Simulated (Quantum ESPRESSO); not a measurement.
# Collinear magnetic orders of MnGaAs2 (GaAs8x111 Mn2 nn) with Quantum ESPRESSO, part 2 of 2

A self-consistent run ends on one state, which hangs on the start. Several orders of MnGaAs2 (GaAs8x111 Mn2 nn) are started in Quantum ESPRESSO and their energies compared.

Quantum ESPRESSO 7.5; PBE with U = 4 eV on Mn d (ortho-atomic projectors); plane waves with GBRV 1.5 PBE potentials, no spin-orbit coupling.

So far, absolute magnetization (μB): step 2 (run 1 (ferro ++)) 10.1.

### 3. Run 2 (antiferro +−)

The input, pw.in:

```
&CONTROL
  calculation = 'scf'
  prefix = 'pwscf'
  outdir = './tmp'
  pseudo_dir = './pseudo'
  disk_io = 'nowf'
/
&SYSTEM
  ibrav = 0
  celldm(1) = 8
  nat = 8
  ntyp = 4
  ecutwfc = 40
  ecutrho = 280
  nbnd = 57
  occupations = 'smearing'
  smearing = 'fd'
  degauss = 0.00367493
  nspin = 2
  starting_magnetization(1) = 0.3
  starting_magnetization(2) = 0
  starting_magnetization(3) = -0.3
  starting_magnetization(4) = 0
/
&ELECTRONS
  conv_thr = 1.6d-08
  electron_maxstep = 150
  mixing_beta = 0.3
/
ATOMIC_SPECIES
Mn1    54.9380 mn_pbe_v1.5.uspp.F.UPF
As     74.9216 as_pbe_v1.uspp.F.UPF
Mn2    54.9380 mn_pbe_v1.5.uspp.F.UPF
Ga     69.7230 ga_pbe_v1.4.uspp.F.UPF
CELL_PARAMETERS alat
   1.3353277228137    0.0000000000000    0.0000000000000
   0.0000000000000    1.3353277228137    0.0000000000000
   0.0000000000000    0.0000000000000    1.3353277228137
ATOMIC_POSITIONS crystal
Mn1     0.0000000000    0.0000000000    0.0000000000
As      0.2500000000    0.2500000000    0.2500000000
Mn2     0.0000000000    0.5000000000    0.5000000000
As      0.2500000000    0.7500000000    0.7500000000
Ga      0.5000000000    0.0000000000    0.5000000000
As      0.7500000000    0.2500000000    0.7500000000
Ga      0.5000000000    0.5000000000    0.0000000000
As      0.7500000000    0.7500000000    0.2500000000
K_POINTS automatic
5 5 5 0 0 0
HUBBARD {ortho-atomic}
U Mn1-3d 4.0000
U Mn2-3d 4.0000
```

The run is started by

```console
OMP_NUM_THREADS=1 mpirun -n 4 pw.x -nk 4 -in pw.in > pw.out
```

The program printed:

```text
[banner, memory and clock lines left out]
Program PWSCF v.7.5 starts

     Message from routine setup:
     using ibrav=0 with symmetry is DISCOURAGED, use correct ibrav instead

     bravais-lattice index     =            0
     lattice parameter (alat)  =       8.0000  a.u.
     unit-cell volume          =    1219.0838 (a.u.)^3
     number of atoms/cell      =            8
     number of atomic types    =            4
     number of electrons       =        88.00
     number of Kohn-Sham states=           57
     kinetic-energy cutoff     =      40.0000  Ry
     charge density cutoff     =     280.0000  Ry
     scf convergence threshold =      1.6E-08
     mixing beta               =       0.3000
     number of iterations used =            8  plain     mixing
     Exchange-correlation=  SLA  PW   PBX  PBC
                           (   1   4   3   4   0   0   0)
     Hubbard projectors: ortho-atomic
     Hubbard parameters of DFT+U (Dudarev formulation) in eV:
     U(Mn1-3d) =  4.0000
     U(Mn2-3d) =  4.0000

     Internal variables: lda_plus_u =T, lda_plus_u_kind = 0

     Internal variables: orbital_resolved =F, hub_pot_fix =F, apply_U = F

     celldm(1)=   8.000000  celldm(2)=   0.000000  celldm(3)=   0.000000
     celldm(4)=   0.000000  celldm(5)=   0.000000  celldm(6)=   0.000000

     crystal axes: (cart. coord. in units of alat)
               a(1) = (   1.335328   0.000000   0.000000 )
               a(2) = (   0.000000   1.335328   0.000000 )
               a(3) = (   0.000000   0.000000   1.335328 )

     reciprocal axes: (cart. coord. in units 2 pi/alat)
               b(1) = (  0.748880  0.000000  0.000000 )
               b(2) = (  0.000000  0.748880  0.000000 )
               b(3) = (  0.000000  0.000000  0.748880 )

     PseudoPot. # 1 for Mn read from file:
     mn_pbe_v1.5.uspp.F.UPF
     Pseudo is Ultrasoft + core correction, Zval = 15.0

     PseudoPot. # 2 for As read from file:
     as_pbe_v1.uspp.F.UPF
     Pseudo is Ultrasoft + core correction, Zval =  5.0

     PseudoPot. # 3 for Mn read from file:
     mn_pbe_v1.5.uspp.F.UPF
     Pseudo is Ultrasoft + core correction, Zval = 15.0

     PseudoPot. # 4 for Ga read from file:
     ga_pbe_v1.4.uspp.F.UPF
     Pseudo is Ultrasoft + core correction, Zval = 19.0

     atomic species   valence    mass     pseudopotential
     Mn1              15.00    54.93800     Mn( 1.00)
     As                5.00    74.92160     As( 1.00)
     Mn2              15.00    54.93800     Mn( 1.00)
     Ga               19.00    69.72300     Ga( 1.00)

     Starting magnetic structure
     atomic species   magnetization
     Mn1             0.300
     As              0.000
     Mn2            -0.300
     Ga              0.000

      8 Sym. Ops. (no inversion) found

   Cartesian axes

     site n.     atom                  positions (alat units)
         1        Mn1    tau(   1) = (   0.0000000   0.0000000   0.0000000  )
         2        As     tau(   2) = (   0.3338319   0.3338319   0.3338319  )
         3        Mn2    tau(   3) = (   0.0000000   0.6676639   0.6676639  )
         4        As     tau(   4) = (   0.3338319   1.0014958   1.0014958  )
         5        Ga     tau(   5) = (   0.6676639   0.0000000   0.6676639  )
         6        As     tau(   6) = (   1.0014958   0.3338319   1.0014958  )
         7        Ga     tau(   7) = (   0.6676639   0.6676639   0.0000000  )
         8        As     tau(   8) = (   1.0014958   1.0014958   0.3338319  )

     number of k points=    18  Fermi-Dirac smearing, width (Ry)=  0.0037
                       cart. coord. in units 2pi/alat
        k(    1) = (   0.0000000   0.0000000   0.0000000), wk =   0.0080000
        k(    2) = (   0.0000000   0.0000000   0.1497760), wk =   0.0320000
        k(    3) = (   0.0000000   0.0000000   0.2995519), wk =   0.0320000
        k(    4) = (   0.0000000   0.1497760   0.1497760), wk =   0.0320000
        k(    5) = (   0.0000000   0.1497760   0.2995519), wk =   0.0640000
        [... 13 further k-points ...]

     Dense  grid:    96561 G-vectors     FFT dimensions: (  60,  60,  60)

     Smooth grid:    41851 G-vectors     FFT dimensions: (  45,  45,  45)

     Check: negative core charge=   -0.000013
     Generating pointlists ...
     new r_m :   0.2385 (alat units)  1.9081 (a.u.) for type    1
     new r_m :   0.2385 (alat units)  1.9081 (a.u.) for type    2
     new r_m :   0.2385 (alat units)  1.9081 (a.u.) for type    3
     new r_m :   0.2385 (alat units)  1.9081 (a.u.) for type    4

     Initial potential from superposition of free atoms

     starting charge      84.9988, renormalised to      88.0000

     STARTING HUBBARD OCCUPATIONS:

     =================== HUBBARD OCCUPATIONS ===================
     ------------------------ ATOM    1 ------------------------
     Tr[ns(  1)] (up, down, total) =   5.00000  0.00000  5.00000
     Atomic magnetic moment for atom   1 =   5.00000
     [... lines left out ...]
     ------------------------ ATOM    3 ------------------------
     Tr[ns(  3)] (up, down, total) =   0.00000  5.00000  5.00000
     Atomic magnetic moment for atom   3 =  -5.00000
     [... lines left out ...]
     Number of occupied Hubbard levels =   10.0000

     Atomic wfc used for Hubbard projectors are orthogonalized

     Starting wfcs are   66 randomized atomic wfcs

     Self-consistent Calculation

     iteration #  1     ecut=    40.00 Ry     beta= 0.30
     Davidson diagonalization with overlap
     ethr =  1.00E-02,  avg # of iterations =  5.2

     =================== HUBBARD OCCUPATIONS ===================
     ------------------------ ATOM    1 ------------------------
     Tr[ns(  1)] (up, down, total) =   4.06777  0.18432  4.25209
     Atomic magnetic moment for atom   1 =   3.88344
     [... lines left out ...]
     ------------------------ ATOM    3 ------------------------
     Tr[ns(  3)] (up, down, total) =   0.18432  4.06804  4.25236
     Atomic magnetic moment for atom   3 =  -3.88372
     [... lines left out ...]
     Number of occupied Hubbard levels =    8.5044

     total energy              =   -1411.50821757 Ry
     estimated scf accuracy    <      10.70583412 Ry

     total magnetization       =     0.00 Bohr mag/cell
     absolute magnetization    =     8.22 Bohr mag/cell

     iteration #  2     ecut=    40.00 Ry     beta= 0.30
     Davidson diagonalization with overlap
     ethr =  1.00E-02,  avg # of iterations =  2.2

     total energy              =   -1413.87466268 Ry
     estimated scf accuracy    <       0.34882308 Ry

     total magnetization       =    -0.01 Bohr mag/cell
     absolute magnetization    =     9.41 Bohr mag/cell

     [... further iterations left out ...]

     iteration # 14     ecut=    40.00 Ry     beta= 0.30
     Davidson diagonalization with overlap
     ethr =  2.17E-11,  avg # of iterations =  3.9

     negative rho (up, down):  5.945E-04 5.945E-04

     total energy              =   -1413.97307884 Ry
     estimated scf accuracy    <       0.00000003 Ry

     total magnetization       =     0.00 Bohr mag/cell
     absolute magnetization    =     9.53 Bohr mag/cell

     iteration # 15     ecut=    40.00 Ry     beta= 0.30
     Davidson diagonalization with overlap
     ethr =  2.17E-11,  avg # of iterations =  2.0

     negative rho (up, down):  5.945E-04 5.945E-04

     Magnetic moment per site  (integrated on atomic sphere of radius R)
     atom   1 (R=0.239)  charge= 13.0227  magn=  4.0966
     atom   2 (R=0.239)  charge=  2.7429  magn= -0.0000
     atom   3 (R=0.239)  charge= 13.0227  magn= -4.0966
     atom   4 (R=0.239)  charge=  2.7429  magn= -0.0000
     atom   5 (R=0.239)  charge= 17.0409  magn= -0.0000
     atom   6 (R=0.239)  charge=  2.7429  magn= -0.0000
     atom   7 (R=0.239)  charge= 17.0409  magn= -0.0000
     atom   8 (R=0.239)  charge=  2.7429  magn= -0.0000

     End of self-consistent calculation

     =================== HUBBARD OCCUPATIONS ===================
     ------------------------ ATOM    1 ------------------------
     Tr[ns(  1)] (up, down, total) =   4.87272  0.42949  5.30221
     Atomic magnetic moment for atom   1 =   4.44323
     [... lines left out ...]
     ------------------------ ATOM    3 ------------------------
     Tr[ns(  3)] (up, down, total) =   0.42948  4.87272  5.30220
     Atomic magnetic moment for atom   3 =  -4.44324
     [... lines left out ...]
     Number of occupied Hubbard levels =   10.6044

     [... lines left out ...]
     the Fermi energy is     6.8753 ev

!    total energy              =   -1413.97307885 Ry
     estimated scf accuracy    <          1.9E-09 Ry
     smearing contrib. (-TS)   =      -0.00339073 Ry
     internal energy E=F+TS    =   -1413.96968812 Ry

     The total energy is F=E-TS. E is the sum of the following terms:
     one-electron contribution =   -1139.23431837 Ry
     hartree contribution      =     595.46118977 Ry
     xc contribution           =    -276.86018467 Ry
     ewald contribution        =    -593.48536052 Ry
     Hubbard energy            =       0.14898567 Ry

     total magnetization       =    -0.00 Bohr mag/cell
     absolute magnetization    =     9.53 Bohr mag/cell

     convergence has been achieved in  15 iterations
```

Elapsed: 3.1 min, on 4 MPI ranks of Intel Xeon at 2.70GHz, shared host; peak memory 0.99 GiB.

Spin moment in the atom's sphere by atom:

```csv
atom,spin moment in the atom's sphere (μB)
Mn1,4.10
As2,0.00
Mn3,-4.10
As4,0.00
Ga5,0.00
As6,0.00
Ga7,0.00
As8,0.00
```

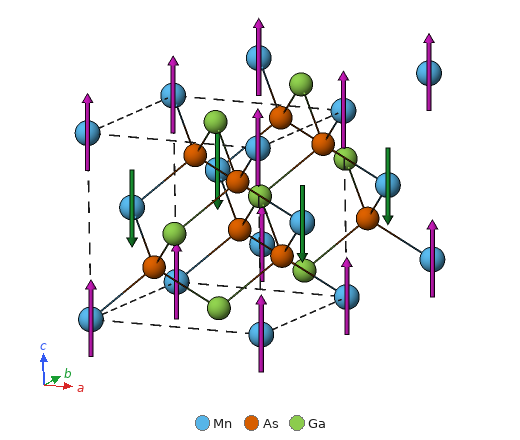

Spin moment in the atom's sphere as arrows, the longest 4.10 μB. Up and down stand for the sign. Arrows give size and sign along the axis of quantisation, drawn up and down the page. The two directions have two colours. Bonds to atoms that aren't drawn are left out. 1×2×1 cells are drawn. Some periodic images of atoms are drawn too.

Numbers from this step:

```yaml
smearing_term_ts: 0.04613 eV
magnetization: 0 μB
absolute_magnetization: 9.529 μB
final_state: antiferromagnetic
```

### 4. Energies of the orders

An order is kept where moments of 0.15 μB or more survive with the typed signs; meshes match where a doubled cell samples the same k points as the first cell.

Orders:

```csv
start,final state,typed order kept,energy over the lowest (meV a seeded atom),largest site moment (μB),net moment (μB a cell of the first run),mesh matched,CPU time (s)
ferro ++,ferromagnetic,yes,0,4.065,8,yes,653.4
antiferro +-,antiferromagnetic,yes,284.9,4.097,0,yes,733.8
```

### 5. Occupations of the corrected shells in the lowest state

Occupations of the Hubbard shells:

```csv
block,type,shell,spin,electrons,occupation numbers
1,Mn,3d,up,4.862,0.959 0.959 0.965 0.988 0.990
1,Mn,3d,down,0.456,0.028 0.037 0.130 0.130 0.130
3,Mn,3d,up,4.862,0.959 0.959 0.965 0.988 0.990
3,Mn,3d,down,0.456,0.028 0.037 0.130 0.130 0.130
```

### 6. Summary of results

| Property | Result |
| --- | --- |
| lowest state found | ferromagnetic (from ferro ++) |
| largest site moment | 4.07 μB |
| next state with moments | antiferromagnetic, 285 meV a seeded atom higher |

This is the lowest of 2 collinear or spinless starts, no proof of the ground state.

[Logs and program files are shortened in this print: banners, set-up blocks, solver, clock and traceback lines can be left out without a mark of their own.]

[Logs are printed without paths, hosts, clocks, repeated set-up lines and the standing remarks that a program may print on its own settings, such as how far it seeks lower states.]

[Hosts, paths, dates, database ids (printed as entryN), source tags and the programs' standing remarks are cut or masked in the printed files.]

[Where a cell is said to come from a database of computed structures, the database is the Materials Project.]
